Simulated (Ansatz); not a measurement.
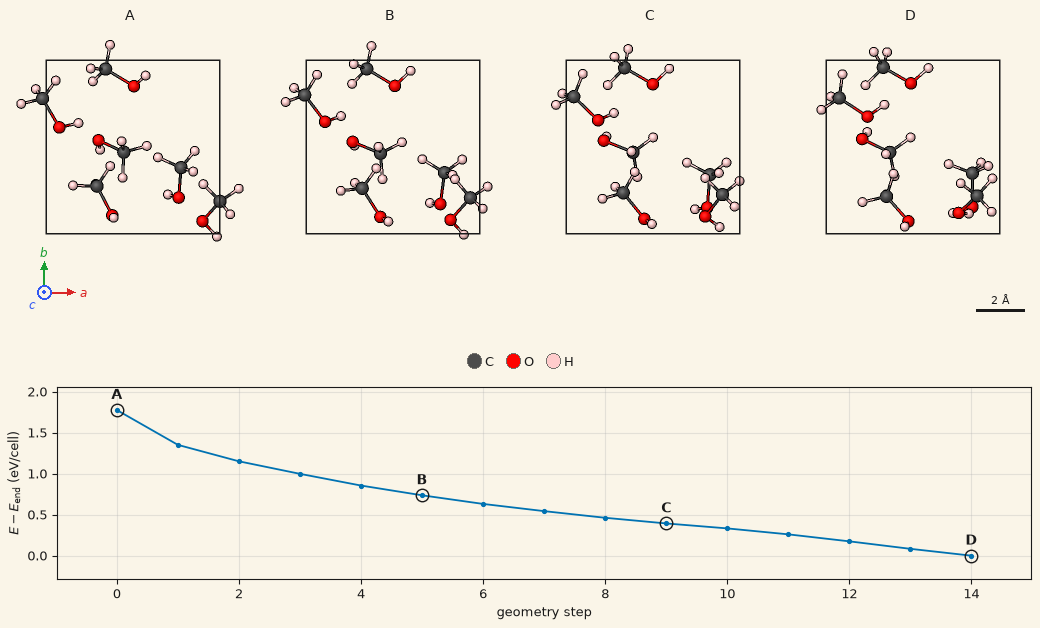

Frames of a relaxation of an amorphous cell of composition H₄CO, marked on the history of the run. The picture is a ball-and-stick view of the cell of the calculation, seen along the c axis.

The cell holds 6 CH3OH. The run prepares the start of a later molecular dynamics calculation, from a guessed geometry.

These are results of DFT PBE-D3(BJ), scalar-relativistic, plane waves, PAW in Ansatz, not measurements.

Input
```yaml
accuracy: low
crystal:
  lattice:
    - [7.380323, 0.0, 0.0]
    - [0.0, 7.380323, 0.0]
    - [0.0, 0.0, 7.380323]
  atoms:
    - { symbol: C, position: [0.342869, 0.9496281, 0.581888] }
    - { symbol: O, position: [0.5061241, 0.8509513, 0.6098738] }
    - { symbol: H, position: [0.2696144, 0.8789577, 0.4749609] }
    - { symbol: H, position: [0.5732095, 0.9121399, 0.7048977] }
    - { symbol: H, position: [0.2574286, 0.9528708, 0.7034286] }
    - { symbol: H, position: [0.3682474, 1.0891395, 0.5374449] }
    - { symbol: C, position: [-0.0207499, 0.779622, 1.0118123] }
    - { symbol: O, position: [0.0762882, 0.6136571, 0.9972579] }
    - { symbol: H, position: [-0.1437026, 0.7491548, 1.0876302] }
    - { symbol: H, position: [0.1864474, 0.6383356, 0.929953] }
    - { symbol: H, position: [0.0557798, 0.8833648, 1.0857267] }
    - { symbol: H, position: [-0.0594397, 0.8341185, 0.8790873] }
    - { symbol: C, position: [1.0016103, 0.1878283, 0.6536213] }
    - { symbol: O, position: [0.9007994, 0.0735058, 0.5355532] }
    - { symbol: H, position: [0.9059781, 0.2868221, 0.7069942] }
    - { symbol: H, position: [0.9840514, -0.0156863, 0.4866873] }
    - { symbol: H, position: [1.0606762, 0.1130425, 0.7676432] }
    - { symbol: H, position: [1.1100869, 0.2605034, 0.5826718] }
    - { symbol: C, position: [0.7774181, 0.3816819, 0.2723852] }
    - { symbol: O, position: [0.7637799, 0.2093144, 0.1870856] }
    - { symbol: H, position: [0.8474157, 0.3590859, 0.4003841] }
    - { symbol: H, position: [0.701639, 0.226938, 0.0726219] }
    - { symbol: H, position: [0.8564456, 0.4783503, 0.1918088] }
    - { symbol: H, position: [0.644252, 0.4409793, 0.3012522] }
    - { symbol: C, position: [0.2930599, 0.2750605, 0.9180943] }
    - { symbol: O, position: [0.3809207, 0.1069418, 0.9525783] }
    - { symbol: H, position: [0.2851681, 0.2882755, 0.7712712] }
    - { symbol: H, position: [0.3891162, 0.0929288, 1.0830026] }
    - { symbol: H, position: [0.1551487, 0.2789507, 0.9733038] }
    - { symbol: H, position: [0.3694453, 0.390644, 0.9718384] }
    - { symbol: C, position: [0.4475886, 0.4710057, 0.5599662] }
    - { symbol: O, position: [0.3017827, 0.5393868, 0.4539604] }
    - { symbol: H, position: [0.4350394, 0.5337892, 0.6929876] }
    - { symbol: H, position: [0.3108803, 0.4847611, 0.334766] }
    - { symbol: H, position: [0.4408534, 0.3234892, 0.5765864] }
    - { symbol: H, position: [0.580176, 0.5068068, 0.5032075] }
basis:
  ecutwfc: 420.0
kpoints:
  mp_grid: { grid: [1, 1, 1] }
hamiltonian:
  xc: pbe
  dispersion: d3bj
scf:
  occupations: { method: fermi_dirac, width: 0.02 }
  lower_state_search: "off"
relax:
  f_tol: 0.3
  max_steps: 15
  adjacent_minimum: "off"
```

Launched with:
```bash
ansatz run input.yaml --threads 1 --pin off --max-ram 3072MiB --backend cpu --events-out ev --progress --plain --runs-dir out
```

Question: Describe the path.

Answer: The relaxation stopped without meeting its thresholds, so the last structure isn't shown to be converged. It used up its limit of 15 steps. H16 moves most: 1.59 Å roughly along [−3 2 −1]. Largest moves by element: H 1.59 Å, O 1.34 Å, C 1.06 Å. The lattice vectors keep their values. Near-neighbour distances that change, for instance: C25–O26 1.423 → 1.448 Å, O14–H16 0.970 → 0.990 Å, C19–O20 1.423 → 1.438 Å, C13–H15 1.090 → 1.102 Å. Bond angles that change, for instance: C13–O14–H16 107.4° → 111.7°, H5–C1–H6 108.8° → 106.3°. After 14 geometry steps the energy has fallen by 1.776 eV per cell of the calculation. The largest force component goes from 0.47 to 0.33 eV/Å. The forces were under the threshold at step 1, but the run went on from there. From step 0 to 5: H29 moves most (0.92 Å), energy −1.040 eV per cell of the calculation. From step 5 to 9: H atoms move most (0.66 Å), energy −0.343 eV per cell of the calculation. From step 9 to 14: H16 moves most (0.90 Å), energy −0.393 eV per cell of the calculation.

Limits of the set-up: the program's low-accuracy preset was used; the periodic images lie only 7.4 Å apart, so the values are limited by the cell's size.
